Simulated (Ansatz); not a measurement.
BH4NO···HF

Input

```
crystal:
  periodic: [false, false, false]
  atoms:
    - { symbol: B, position_ang: [0.0, 0.0, 0.0] }
    - { symbol: H, position_ang: [0.0, 0.0, 1.54] }
    - { symbol: "N", position_ang: [1.3423, 0.0, -0.775] }
    - { symbol: H, position_ang: [1.8089, -0.9179, -1.0268] }
    - { symbol: H, position_ang: [1.7937, 0.9179, -1.0532] }
    - { symbol: O, position_ang: [-1.2211, 0.0, -0.705] }
    - { symbol: H, position_ang: [-1.7308, -0.8467, -0.4965] }
    - { symbol: F, position_ang: [0.0726, 1.5356, 0.5108] }
    - { symbol: H, position_ang: [0.041, 0.8666, 1.4996] }
basis:
  gaussian: { orbitals: "6-31G*" }
hamiltonian:
  xc: pbe
  dispersion: d4
relax:
  f_tol: 0.15
  max_steps: 25
  restrain:
    - { distance: [0, 7], at: 2.52, k: 30.0 }
    - { distance: [8, 1], at: 1.86, k: 30.0 }
    - { distance: [0, 1], at: 1.19, k: 30.0 }
    - { distance: [8, 7], at: 0.92, k: 30.0 }
output:
  orbitals: {}
```

Launched as:

```sh
ansatz run input.yaml --threads 1 --pin off --max-ram 2048MiB --backend cpu --events-out ev --progress --plain --runs-dir out
```

The fields are those of the run's last geometry, not of the input's.

Not at a stationary point (largest force 0.7 eV/Å).

Level of theory: RKS PBE-D4/6-31G* in Ansatz 0.2.0.

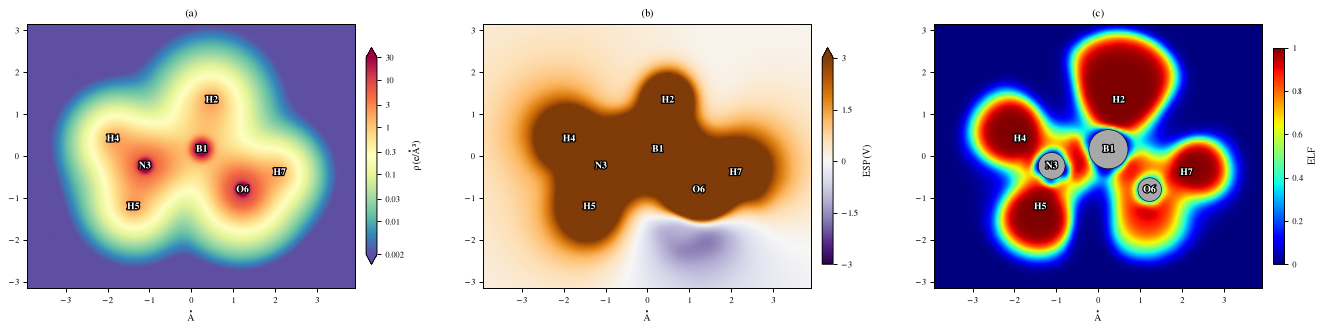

Figure 1. (a) total electron density; (b) electrostatic potential; (c) ELF on the plane of atoms N3, B1 and O6. Grey discs cover the atomic cores in the ELF map.

### Read the bonding off the picture.

- Atoms in the plane: B, H, N and O.
- B–O (1.38 Å): ρ is about 2 e/Å³ halfway; the ELF peaks at about 0.90 between the atoms, as expected for a short, strongly polar bond.
- B–N (1.41 Å): the density is about 1.9 e/Å³ at the midpoint; the ELF peaks at about 0.90 between the atoms; a polar covalent bond.
- O–H (0.97 Å): ρ is about 3.5 e/Å³ halfway; the ELF climbs to about 1 towards the hydrogen, as it does in any bond to H; an ordinary covalent bond to hydrogen.
- N–H (1.01 Å): the density is about 2.8 e/Å³ at the midpoint; the ELF climbs to about 1 towards the hydrogen (a covalent bond by its length).
- B–H (1.20 Å): ρ at the midpoint is about 1.2 e/Å³; the ELF climbs to about 1 towards the hydrogen; a covalent bond by its length.
- The ELF also peaks beside O6, away from the bonds: lone-pair regions.
- Outside the dense part of the complex the potential is most negative (−1.7 V) near O6.

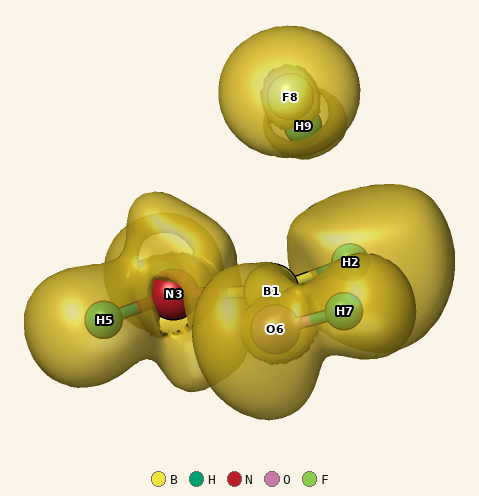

Figure 2. Isosurface of the ELF at 0.75 (yellow), seen at an oblique angle. Only the valence region is drawn (cores and ρ < 0.01 e/Å³ removed).

### What do the ELF domains correspond to?

The surface consists of one region around a hydrogen nucleus, one joined region spread over several atoms (F, H), in which their bonds and any lone pairs are merged, one joined region spread over several atoms (H, N), in which their bonds and any lone pairs are merged and one joined region spread over several atoms (H, O), in which their bonds and any lone pairs are merged. Profiles from the grid: B1···H9 (2.10 Å): the ELF dips to about 0.10 between them.

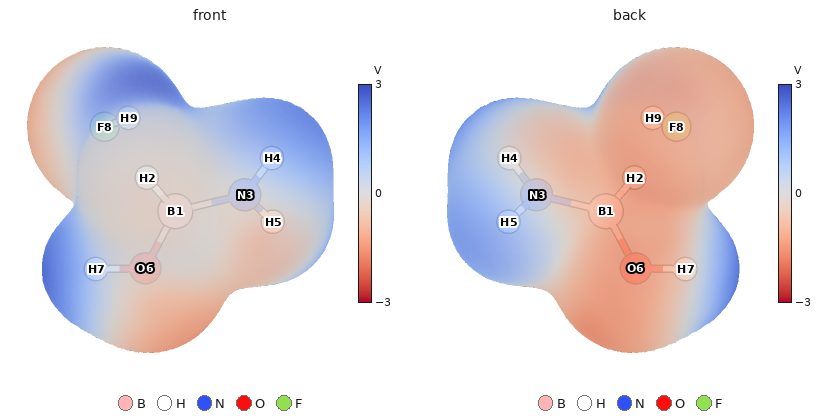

Figure 3. The molecular electrostatic potential painted on the density surface at 0.002 e/bohr³, seen from the front and from behind; the colour scale runs from red (negative) to blue (positive).

### Which sites attract a positive test charge, and which a negative one?

A positive charge is drawn to the negative regions and a negative charge to the positive ones. The most negative region (about −1.5 V, or −35 kcal/mol for a unit charge) lies over O6 and F8, the most positive (about +2.4 V, or +55 kcal/mol for a unit charge) over H7 and H9.
